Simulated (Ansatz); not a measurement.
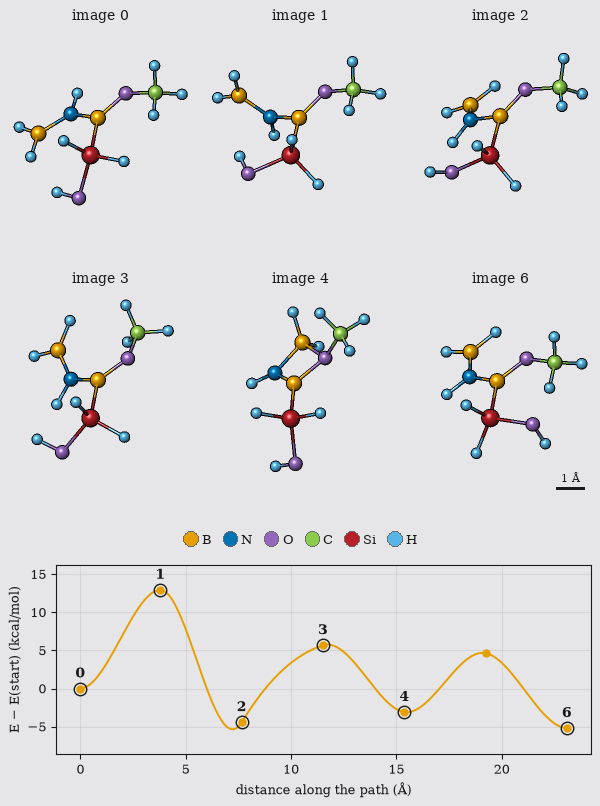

A nudged-elastic-band calculation for CH9B2NO2Si. Images are numbered from 0 (start) to 6 (end). The picture is a ball-and-stick view, seen from a free direction.

Theory: RKS LDA/STO-3G (Ansatz). Set-up: 5 movable images; climbing image; force threshold 0.05 eV/Å; iteration limit 60; starting path through a guess of the saddle point.

Read off the barrier and say what moves.

Answer. The path has more than one stage, and so few images may leave a stage unresolved. No bond forms or breaks between the ends. Among the angles between lasting bonds that change up to the highest image: B–Si–O 115.2° → 105.6°, N–B–Si 120.2° → 114.6°. The highest point, image 1, lies 12.9 kcal/mol above the start and 18.1 kcal/mol above the end; the end is at −5.2 kcal/mol relative to the start. The profile has 3 maxima (images 1, 3, 5) with a dip at image 2, 4 (−4.4 kcal/mol, −3.1 kcal/mol), so the process runs in steps. The band converged in 31 iterations. The largest component of the band force went from 130 to 0.048 eV/Å. The climbing image converged on the top of the path. Its vibrational analysis gives one imaginary mode (179i cm⁻¹), as a transition state must have.

Limits of the set-up: STO-3G is a minimal basis, so the numbers are rough.

The run took 2.9 min on 1 thread of AMD EPYC 9R45 96-Core Processor (Zen 5), with other jobs on the host, peak memory 0.14 GiB.
